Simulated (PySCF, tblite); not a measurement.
# C15H9S+: electronic excitations, NMR shifts

Wanted: electronic excitations, NMR shifts for C15H9S+ (`c1cc2ccc3cc4cc[s+]cc(c1)c4c23`).

Computed with tblite 0.8.0 and PySCF 2.14.0 and routines of our own; the level stands in each step. Atoms count from 0.

## (1) The system as given

25 atoms, charge 1, multiplicity 1; geometry from: force field, distance geometry or constructed start.

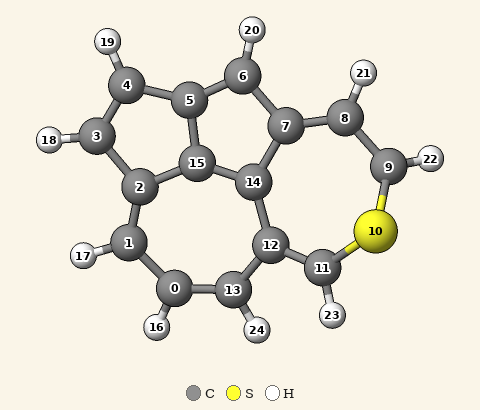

The starting geometry (carbon grey, sulfur yellow, hydrogen white).

## (2) Relaxing the molecule with GFN2-xTB

Job settings and geometry (Å):

```
{"job": {"kind": "relax", "xc": "GFN2-xTB", "basis": "xTB"}, "charge": 1, "multiplicity": 1}
C     -1.995600    -1.903800    -0.770400
C     -2.652600    -0.631200    -0.492500
C     -2.020900     0.499200    -0.159300
C     -2.600800     1.857800    -0.001500
C     -1.611200     2.757200     0.234700
C     -0.359200     2.046500     0.247600
C      0.954700     2.233000     0.405800
C      1.557200     0.889400     0.308400
C      2.879800     0.690800     0.338800
C      3.488000    -0.630200     0.221400
S      2.900800    -1.908700     1.217800
C      1.441900    -2.367700     0.417600
C      0.429500    -1.572000     0.001500
C     -0.723900    -2.296800    -0.583300
C      0.477400    -0.111400     0.105300
C     -0.618000     0.644500     0.039700
H     -2.677900    -2.632100    -1.209600
H     -3.728800    -0.625200    -0.628100
H     -3.654700     2.074700    -0.066100
H     -1.724700     3.819800     0.383300
H      1.474800     3.158700     0.590500
H      3.566400     1.528400     0.407200
H      4.364400    -0.741700    -0.434500
H      1.336500    -3.448300     0.325500
H     -0.510000    -3.316500    -0.894300
```

Launch:

```bash
$ OMP_NUM_THREADS=1 python large_run.py task.json out
```

The driver reads the jobs from task.json and runs them one after another.

What it wrote:

```text
step      E/eV     max force
  0   -1071.20409    3.014
  1   -1071.64127    1.668
  2   -1071.82209    1.513
  3   -1072.01702    1.289
  4   -1072.29477    1.169
  5   -1072.52655    1.230
  6   -1072.70335    1.087
  7   -1072.83005    0.952
  8   -1072.91495    0.725
  9   -1072.97160    0.485
 10   -1073.01208    0.461
 11   -1073.04412    0.490
 12   -1073.06926    0.374
 13   -1073.08338    0.240
 14   -1073.09204    0.203
 15   -1073.10052    0.261
 16   -1073.10994    0.252
 17   -1073.11896    0.195
 18   -1073.12633    0.188
 19   -1073.13269    0.194
 20   -1073.13963    0.184
 21   -1073.14704    0.174
 22   -1073.15412    0.187
 23   -1073.16066    0.205
 24   -1073.16728    0.203
 25   -1073.17350    0.199
 26   -1073.17911    0.181
 27   -1073.18405    0.154
 28   -1073.18913    0.188
 29   -1073.19437    0.174
 30   -1073.19905    0.163
 31   -1073.20278    0.106
 32   -1073.20604    0.123
 33   -1073.20938    0.123
 34   -1073.21277    0.142
 35   -1073.21597    0.120
 36   -1073.21902    0.115
 37   -1073.22193    0.136
 38   -1073.22418    0.107
 39   -1073.22556    0.077
 40   -1073.22650    0.058
 41   -1073.22750    0.076
 42   -1073.22875    0.089
 43   -1073.23021    0.092
 44   -1073.23161    0.082
 45   -1073.23304    0.102
 46   -1073.23480    0.109
 47   -1073.23695    0.104
 48   -1073.23914    0.123
 49   -1073.24116    0.121
 50   -1073.24310    0.092
 51   -1073.24520    0.112
 52   -1073.24739    0.100
 53   -1073.24938    0.092
 54   -1073.25087    0.084
 55   -1073.25215    0.079
 56   -1073.25350    0.078
 57   -1073.25505    0.088
 58   -1073.25617    0.074
 59   -1073.25688    0.056
 60   -1073.25732    0.039
 61   -1073.25767    0.038
 62   -1073.25792    0.031
 63   -1073.25808    0.022
 64   -1073.25817    0.017
```

Run time: 1.7 s. Hardware: 1 thread of Arm Neoverse N1, shared host; peak memory 0.19 GiB.

Relaxation path:

| step | energy from step 0 (eV) | largest force (eV/Å) |
| --- | --- | --- |
| 0 | 0.0000 | 3.0143 |
| 1 | -0.4372 | 1.6680 |
| 2 | -0.6180 | 1.5130 |
| 3 | -0.8129 | 1.2888 |
| 4 | -1.0907 | 1.1683 |
| 5 | -1.3225 | 1.2305 |
| 6 | -1.4993 | 1.0863 |
| 7 | -1.6260 | 0.9526 |
| 8 | -1.7109 | 0.7254 |
| 12 | -1.8652 | 0.3740 |
| 17 | -1.9149 | 0.1947 |
| 22 | -1.9500 | 0.1872 |
| 26 | -1.9750 | 0.1806 |
| 31 | -1.9987 | 0.1055 |
| 36 | -2.0149 | 0.1148 |
| 41 | -2.0234 | 0.0762 |
| 45 | -2.0290 | 0.1019 |
| 50 | -2.0390 | 0.0924 |
| 55 | -2.0481 | 0.0794 |
| 60 | -2.0532 | 0.0389 |
| 61 | -2.0536 | 0.0379 |
| 62 | -2.0538 | 0.0304 |
| 63 | -2.0540 | 0.0224 |
| 64 | -2.0541 | 0.0169 |

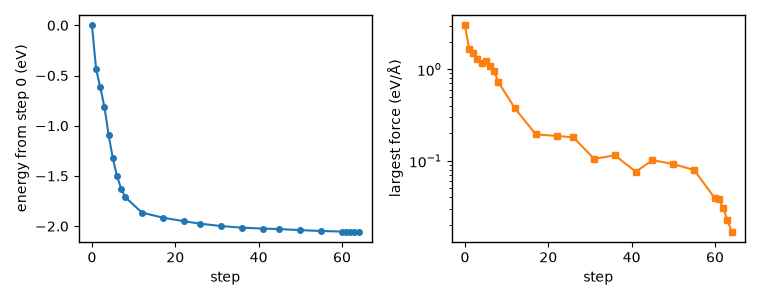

Energy and largest force along the relaxation.

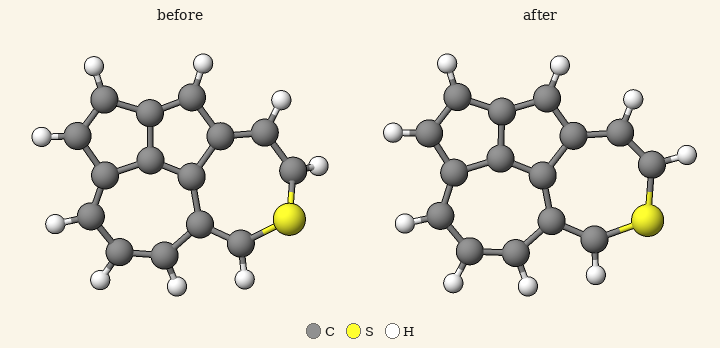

The geometry before (left) and after (right).

Close pairs (by a distance rule), those that changed most:

```
   bond  before (Å)  after (Å)  change (Å)
  C8–C9       1.459      1.367      -0.092
  C6–C7       1.476      1.399      -0.077
  C5–C6       1.336      1.398      +0.061
  C2–C3       1.486      1.428      -0.058
  C7–C8       1.338      1.393      +0.055
  C0–C1       1.459      1.406      -0.053
C11–C12       1.353      1.401      +0.048
C12–C13       1.482      1.435      -0.047
```

The end geometry stands in the next job.

## (3) Harmonic vibrations with GFN2-xTB

Job settings and geometry (Å):

```
{"job": {"kind": "ir", "xc": "GFN2-xTB", "basis": "xTB"}, "charge": 1, "multiplicity": 1}
C     -2.129664    -1.885172    -0.516309
C     -2.777838    -0.639181    -0.449532
C     -2.123462     0.545032    -0.232857
C     -2.624946     1.877161    -0.122962
C     -1.592070     2.766133     0.122637
C     -0.385153     2.037522     0.177274
C      0.995074     2.130218     0.377838
C      1.546141     0.847475     0.292607
C      2.912200     0.631435     0.456461
C      3.642188    -0.524128     0.434379
S      3.191814    -2.143514     0.199310
C      1.543673    -2.358563    -0.062576
C      0.413651    -1.533659    -0.137899
C     -0.808339    -2.243187    -0.389414
C      0.424051    -0.124609     0.020155
C     -0.700321     0.655364    -0.042590
H     -2.795246    -2.720080    -0.699252
H     -3.851510    -0.630040    -0.573439
H     -3.663344     2.138307    -0.215980
H     -1.699031     3.826969     0.255114
H      1.557317     3.024621     0.572393
H      3.486076     1.533463     0.636863
H      4.709192    -0.466544     0.594534
H      1.374709    -3.420221    -0.196370
H     -0.651722    -3.310316    -0.494903
```

What it wrote:

```text
mode    cm-1     km/mol
  1      59.7      0.14
  2      84.0      0.84
  3     157.0      7.75
  4     181.5      0.21
  5     199.0      1.75
  6     269.0      2.41
  7     286.0      2.39
  8     318.2      0.33
  9     359.0      0.36
 10     386.5      1.35
 11     392.6      0.05
 12     424.2      0.26
 13     444.1      0.66
 14     483.5      0.38
 15     539.7      0.21
 16     562.4      1.74
 17     565.8      0.25
 18     605.7      1.21
 19     660.4      7.02
 20     674.6      4.79
 21     701.4      1.90
 22     704.2      6.84
 23     721.9      0.51
 24     751.1      0.79
 25     757.9      8.50
 26     784.2     21.35
 27     787.9     17.33
 28     791.9      0.77
 29     817.3      5.34
 30     836.6     48.66
 31     874.2      2.16
 32     894.1      7.05
 33     897.4     14.90
 34     900.7      1.39
 35     943.5      0.78
 36     944.3      7.39
 37    1017.6     15.20
 38    1059.6      0.88
 39    1071.0      2.67
 40    1111.3     18.68
 41    1129.1      3.69
 42    1183.2      0.68
 43    1190.5     11.29
 44    1215.5     18.84
 45    1254.9     62.51
 46    1270.7     14.40
 47    1292.8      3.10
 48    1309.4      4.23
 49    1329.2     99.64
 50    1348.7      1.92
 51    1366.2     50.45
 52    1378.3      6.40
 53    1431.2     14.33
 54    1447.3      8.33
 55    1454.5      1.23
 56    1464.6     20.69
 57    1500.3      2.79
 58    1566.8     17.80
 59    1583.3      7.47
 60    1605.1      6.84
 61    3046.9      1.37
 62    3047.9      8.90
 63    3052.5      2.85
 64    3065.6      1.93
 65    3082.3     10.69
 66    3087.3      0.72
 67    3144.5      0.02
 68    3149.7      0.64
 69    3155.4      0.15
```

It took 3.4 s on 1 thread of Arm Neoverse N1, shared host; peak memory 0.19 GiB.

The strongest bands and the atoms that carry them (share of the mass-weighted mode):

```csv
cm⁻¹,km/mol,atoms
784,21.4,"C9 27 %, C3 14 %, C0 12 %, S10 12 %"
837,48.7,"H20 32 %, H18 22 %, C6 12 %"
1111,18.7,"H17 14 %, C14 12 %"
1216,18.8,"H23 27 %, C12 20 %"
1255,62.5,"H17 20 %, C5 12 %, C3 12 %"
1329,99.6,H23 18 %
1366,50.5,"C4 18 %, C3 16 %, C2 12 %"
1465,20.7,"C12 40 %, C14 16 %"
```

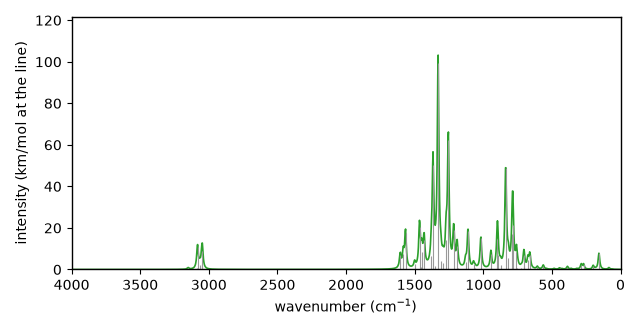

The infrared spectrum from these modes, unscaled. Lines are broadened to a width of 14 cm⁻¹ (Lorentzian).

## (4) Electronic excitations: TDDFT CAM-B3LYP/6-31G*

Settings changed since step 3:

```diff
@@ -1,2 +1,2 @@
-{"job": {"kind": "ir", "xc": "GFN2-xTB", "basis": "xTB"}, "charge": 1, "multiplicity": 1}
+{"job": {"kind": "uv", "basis": "6-31G*", "grid": 1, "kgrid": 0, "vcut": null, "nstates": 8, "ntriplets": 3, "tda": false, "delta": ["ip_vertical", "ea_vertical"], "pop": true, "xc": "CAM-B3LYP"}, "charge": 1, "multiplicity": 1}
 C     -2.129664    -1.885172    -0.516309
```

With the program's defaults for keys left out, this is: TDDFT CAM-B3LYP/6-31G*, vertical, gas phase, core orbitals frozen in the response.

What it wrote:

```text
start: PBE on a coarse grid of 22353 points
cycle   1  E = -974.0632360610  dE =  3.094e+00  |g| = 6.033e-01  |ddm| = 6.474e+00
cycle   2  E = -973.1504818889  dE =  9.128e-01  |g| = 1.592e+00  |ddm| = 2.757e+00
cycle   3  E = -973.9501117569  dE = -7.996e-01  |g| = 7.746e-01  |ddm| = 2.845e+00
cycle   4  E = -974.1673779837  dE = -2.173e-01  |g| = 1.570e-01  |ddm| = 1.050e+00
cycle   5  E = -974.1608081742  dE =  6.570e-03  |g| = 2.036e-01  |ddm| = 5.029e-01
cycle   6  E = -974.1736460415  dE = -1.284e-02  |g| = 8.691e-02  |ddm| = 3.560e-01
cycle   7  E = -974.1761775261  dE = -2.531e-03  |g| = 2.356e-02  |ddm| = 1.403e-01
cycle   8  E = -974.1763407379  dE = -1.632e-04  |g| = 6.606e-03  |ddm| = 3.542e-02
final grid: 97761 points
cycle   9  E = -974.5161283804  dE = -1.077e-02  |g| = 4.029e-02  |ddm| = 5.296e-01
cycle  10  E = -974.5161951165  dE = -6.674e-05  |g| = 4.851e-02  |ddm| = 1.326e-01
cycle  11  E = -974.5168343124  dE = -6.392e-04  |g| = 1.715e-02  |ddm| = 7.517e-02
cycle  12  E = -974.5169362465  dE = -1.019e-04  |g| = 6.457e-03  |ddm| = 2.764e-02
cycle  13  E = -974.5169554724  dE = -1.923e-05  |g| = 2.104e-03  |ddm| = 1.259e-02
cycle  14  E = -974.5169591208  dE = -3.648e-06  |g| = 1.185e-03  |ddm| = 4.710e-03
cycle  15  E = -974.5169591708  dE = -5.000e-08  |g| = 6.369e-04  |ddm| = 3.905e-03
cycle  16  E = -974.5169614922  dE = -2.321e-06  |g| = 1.681e-04  |ddm| = 1.850e-03
cycle  17  E = -974.5169603467  dE =  1.145e-06  |g| = 1.124e-04  |ddm| = 6.390e-04
cycle  18  E = -974.5169601883  dE =  1.584e-07  |g| = 4.758e-05  |ddm| = 2.947e-04
converged SCF energy = -974.5169601883
Vertical ionisation energy (delta-SCF) = 11.0531 eV   <S^2> = 0.837
Vertical electron affinity (delta-SCF) = 5.7639 eV   <S^2> = 0.822

Static polarisability (au): isotropic 195.411, principal 53.182 219.578 313.474

Singlet excitations
state   eV       nm        f      main configurations
  1   1.6277    761.7   0.01295   H->L 0.91
  2   2.5268    490.7   0.02652   H->L+1 0.47, H-1->L 0.45
  3   3.0562    405.7   0.06376   H->L+2 0.32, H->L+1 0.27, H-1->L 0.24
  4   3.2864    377.3   0.00671   H-2->L 0.90
  5   3.9341    315.2   0.22785   H->L+2 0.23, H-1->L+1 0.20, H-2->L+1 0.14
  6   4.2131    294.3   0.22014   H-1->L+1 0.41, H-2->L+1 0.23, H->L+2 0.18
  7   4.5417    273.0   0.03792   H-1->L+2 0.83
  8   4.9451    250.7   0.91509   H-2->L+1 0.52, H->L+2 0.18, H-1->L 0.10

Triplet excitations (Tamm-Dancoff, eV): 0.8557 1.9047 2.1885
```

Run time: 3.4 min. Hardware: 1 thread of Arm Neoverse N1, shared host; peak memory 0.67 GiB.

The orbitals next to the gap, with their largest atomic shares:

```csv
orbital,eV,atoms
HOMO−4,-14.68,"S10 22 %, C3 12 %, C14 12 %"
HOMO−3,-13.88,"C0 17 %, C8 17 %, C1 14 %"
HOMO−2,-12.28,"C14 15 %, C15 14 %, C13 13 %"
HOMO−1,-11.41,"C3 18 %, S10 13 %, C6 12 %"
HOMO,-10.57,"C11 17 %, C9 14 %, C7 13 %"
LUMO,-6.27,"S10 16 %, C11 14 %, C5 11 %"
LUMO+1,-5.07,"C13 17 %, C4 16 %, C2 13 %"
LUMO+2,-4.36,"C15 15 %, C12 14 %, C8 12 %"
LUMO+3,-2.27,"C0 15 %, C3 14 %, C9 12 %"
```

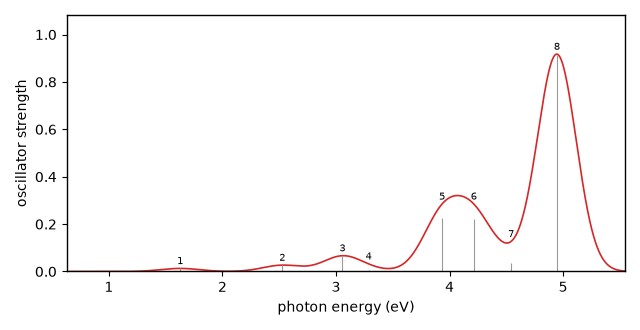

Absorption spectrum from the 8 singlet states computed; above the last one it falls off for lack of states. Lines are broadened to a width of 0.40 eV (Gaussian).

Further results of this job:

| property | computed |
| --- | --- |
| polarisability (Å³) | 28.96 |
| HOMO–LUMO gap (eV) | 4.30 |
| −ε(HOMO) (eV) | 10.57 |

## (5) NMR shifts: GIAO PBE0/pcSseg-1

Settings changed since step 4:

```diff
@@ -1,2 +1,2 @@
-{"job": {"kind": "uv", "basis": "6-31G*", "grid": 1, "kgrid": 0, "vcut": null, "nstates": 8, "ntriplets": 3, "tda": false, "delta": ["ip_vertical", "ea_vertical"], "pop": true, "xc": "CAM-B3LYP"}, "charge": 1, "multiplicity": 1}
+{"job": {"kind": "nmr", "basis": "pcSseg-1", "pop": false, "xc": "PBE0"}, "charge": 1, "multiplicity": 1}
 C     -2.129664    -1.885172    -0.516309
```

Method: GIAO PBE0/pcSseg-1 NMR shielding, non-relativistic, gas phase.

What it wrote:

```text
start: PBE on a coarse grid of 22353 points
cycle   1  E = -973.6798326315  dE =  3.086e+00  |g| = 6.056e-01  |ddm| = 6.177e+00
cycle   2  E = -972.7424530397  dE =  9.374e-01  |g| = 1.632e+00  |ddm| = 2.630e+00
cycle   3  E = -973.5802162037  dE = -8.378e-01  |g| = 7.507e-01  |ddm| = 2.633e+00
cycle   4  E = -973.7796821188  dE = -1.995e-01  |g| = 1.612e-01  |ddm| = 9.694e-01
cycle   5  E = -973.7741923956  dE =  5.490e-03  |g| = 1.990e-01  |ddm| = 4.757e-01
cycle   6  E = -973.7861213971  dE = -1.193e-02  |g| = 8.497e-02  |ddm| = 3.243e-01
cycle   7  E = -973.7884414942  dE = -2.320e-03  |g| = 2.362e-02  |ddm| = 1.270e-01
cycle   8  E = -973.7886000557  dE = -1.586e-04  |g| = 6.700e-03  |ddm| = 3.231e-02
final grid: 206163 points
cycle   9  E = -973.9725685242  dE = -9.149e-03  |g| = 5.013e-02  |ddm| = 5.954e-01
cycle  10  E = -973.9717051302  dE =  8.634e-04  |g| = 7.303e-02  |ddm| = 1.329e-01
cycle  11  E = -973.9728755296  dE = -1.170e-03  |g| = 3.307e-02  |ddm| = 1.186e-01
cycle  12  E = -973.9732023944  dE = -3.269e-04  |g| = 9.147e-03  |ddm| = 4.545e-02
cycle  13  E = -973.9732293518  dE = -2.696e-05  |g| = 2.845e-03  |ddm| = 1.425e-02
cycle  14  E = -973.9732359324  dE = -6.581e-06  |g| = 1.260e-03  |ddm| = 4.264e-03
cycle  15  E = -973.9732329735  dE =  2.959e-06  |g| = 3.542e-04  |ddm| = 1.818e-03
cycle  16  E = -973.9732341414  dE = -1.168e-06  |g| = 1.809e-04  |ddm| = 6.446e-04
cycle  17  E = -973.9732341334  dE =  7.988e-09  |g| = 6.188e-05  |ddm| = 3.492e-04
converged SCF energy = -973.9732341334

GIAO shielding tensors (ppm)
atom      isotropic    diamagn.    paramagn.     s11        s22        s33       span
  0 C       44.267     256.135    -211.868    -64.980     30.215    167.566    232.546
  1 C       43.010     252.088    -209.078    -50.627     13.991    165.666    216.293
  2 C       41.078     256.334    -215.256    -55.704     10.649    168.288    223.992
  3 C       29.913     248.959    -219.046    -56.910      3.313    143.336    200.245
  4 C       40.721     250.581    -209.860    -48.094      6.662    163.596    211.690
  5 C       28.741     259.363    -230.622    -44.010    -14.436    144.670    188.680
  6 C       48.481     248.061    -199.580    -27.796     18.039    155.201    182.997
  7 C       38.693     256.674    -217.980    -56.384     33.025    139.439    195.822
  8 C       45.424     244.699    -199.275    -52.793     35.280    153.786    206.580
  9 C       52.205     265.726    -213.521    -54.827     53.234    158.207    213.033
 10 S      166.915    1056.053    -889.138    -81.334    131.105    450.973    532.308
 11 C       34.883     261.025    -226.142    -67.254     35.445    136.457    203.711
 12 C       44.728     251.044    -206.316    -21.190     -7.671    163.046    184.237
 13 C       37.604     254.418    -216.813    -53.925     26.633    140.105    194.030
 14 C       50.544     242.700    -192.156    -50.625     29.913    172.345    222.971
 15 C       50.843     253.565    -202.722    -22.902     12.936    162.495    185.397
 16 H       22.106      26.780      -4.674     14.590     24.206     27.522     12.932
 17 H       21.723      29.923      -8.200     14.302     23.696     27.171     12.869
 18 H       21.510      30.302      -8.792     15.456     22.990     26.083     10.627
 19 H       21.582      29.873      -8.291     15.400     23.654     25.692     10.292
 20 H       21.377      32.342     -10.965     13.453     23.834     26.843     13.390
 21 H       21.450      28.298      -6.847     12.778     23.744     27.828     15.051
 22 H       22.760      25.678      -2.918     15.723     24.545     28.011     12.288
 23 H       21.845      30.459      -8.614     13.148     22.831     29.557     16.409
 24 H       21.856      30.392      -8.536     12.528     23.327     29.714     17.186
```

It took 75 s on 1 thread of Arm Neoverse N1, shared host; peak memory 0.73 GiB.

Shifts follow as δ = σ(reference) − σ, with reference shieldings (ppm) from runs at the same level and on the same kind of geometry: ¹H TMS 31.72, ¹³C TMS 186.9, ³³S CS2 504. The references are single molecules in the gas phase.

```csv
atoms,environment,σ (ppm),δ (ppm)
C5,ring-fusion aromatic carbon,28.7,158.2
C3,aromatic CH,29.9,157.0
C11,aromatic CH next to the ring sulfur,34.9,152.0
C13,aromatic CH,37.6,149.3
C7,ring-fusion aromatic carbon,38.7,148.2
C4,aromatic CH,40.7,146.2
C2,ring-fusion aromatic carbon,41.1,145.8
C1,aromatic CH,43.0,143.9
C0,aromatic CH,44.3,142.7
C12,ring-fusion aromatic carbon,44.7,142.2
C8,aromatic CH,45.4,141.5
C6,aromatic CH,48.5,138.4
C14,ring-fusion aromatic carbon,50.5,136.4
C15,ring-fusion aromatic carbon,50.8,136.1
C9,aromatic CH next to the ring sulfur,52.2,134.7
H20,hydrogen on an aromatic CH,21.38,10.34
H21,hydrogen on an aromatic CH,21.45,10.27
H18,hydrogen on an aromatic CH,21.51,10.21
H19,hydrogen on an aromatic CH,21.58,10.13
H17,hydrogen on an aromatic CH,21.72,9.99
H23,hydrogen on an aromatic CH next to the ring sulfur,21.85,9.87
H24,hydrogen on an aromatic CH,21.86,9.86
H16,hydrogen on an aromatic CH,22.11,9.61
H22,hydrogen on an aromatic CH next to the ring sulfur,22.76,8.96
S10,aromatic ring sulfur,167,337
```

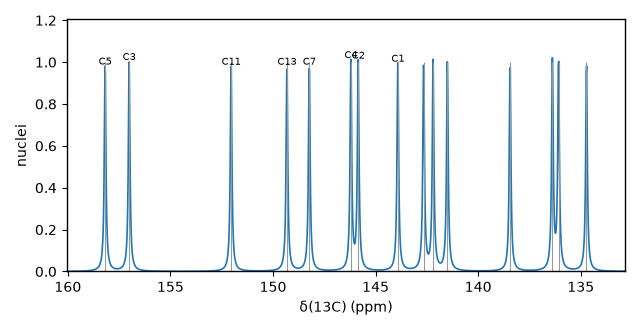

¹³C lines at the computed shifts, without couplings. Lines are broadened to a width of 0.09 ppm (Lorentzian).

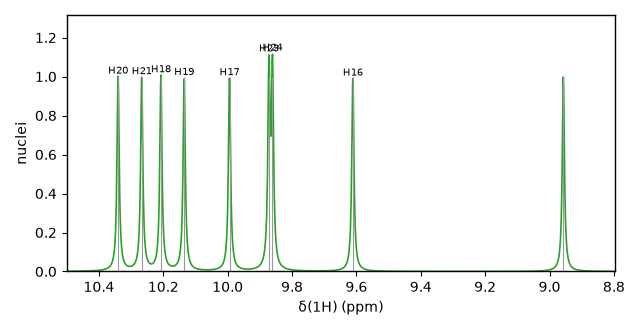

¹H lines at the computed shifts, without couplings. Lines are broadened to a width of 0.01 ppm (Lorentzian).

Ring of atoms C0, C1, C2, C12, C13, C14, C15: NICS(0) -7.4, NICS(1) -10.0, NICS(1)zz -24.1 ppm (means of both faces).

Ring of atoms C2, C3, C4, C5, C15: NICS(0) -13.8, NICS(1) -17.4, NICS(1)zz -43.4 ppm (means of both faces).

Ring of atoms C5, C6, C7, C14, C15: NICS(0) -20.9, NICS(1) -22.7, NICS(1)zz -58.4 ppm (means of both faces).

## (6) Results

| quantity | value |
| --- | --- |
| strongest single infrared mode (GFN2-xTB) | 1329 cm⁻¹, 100 km/mol |
| zero-point energy (GFN2-xTB) | 114.6 kcal/mol |
| lowest singlet (CAM-B3LYP/6-31G*) | 1.63 eV (762 nm), f = 0.013 |
| brightest single state of those computed | state 8, 4.95 eV, f = 0.915 |
| lowest triplet | 0.86 eV |
| ¹³C shifts against TMS (PBE0/pcSseg-1) | 158.2, 157.0, 152.0, 149.3, 148.2, 146.2, 145.8, 143.9, 142.7, 142.2, 141.5, 138.4, 136.4, 136.1 ppm and more |
| ¹H shifts against TMS (PBE0/pcSseg-1) | 10.34, 10.27, 10.21, 10.13, 9.99, 9.87, 9.86, 9.61, 8.96 ppm |
| ³³S shifts against CS2 (PBE0/pcSseg-1) | 337 ppm |

All 69 modes are real, so the xTB geometry is a minimum. The strongest single mode, at 1329 cm⁻¹, is spread over many atoms; the largest shares are those of H23. GFN2-xTB is a fitted tight-binding method: band positions and strengths are rough. Its intensities can rank the bands wrongly. The first singlet state (HOMO→LUMO 0.91) lies at 1.63 eV and is weak; of the 8 states computed, the strongest absorption comes from state 8 at 4.95 eV (the last computed, so partners may be missing). State 2 absorbs in the visible (491 nm). The lowest triplet lies 0.77 eV below the lowest singlet (triplets in Tamm-Dancoff, singlets in full TDDFT). At PBE0/pcSseg-1: The largest span, 532 ppm, is at S10, where the paramagnetic term is -889 ppm. NICS(1)zz of -24 ppm above the planar ring from C0 marks a diatropic (aromatic) ring current. NICS(1)zz of -43 ppm above the planar ring from C2 marks a diatropic (aromatic) ring current. NICS(1)zz of -58 ppm above the planar ring from C5 marks a diatropic (aromatic) ring current.
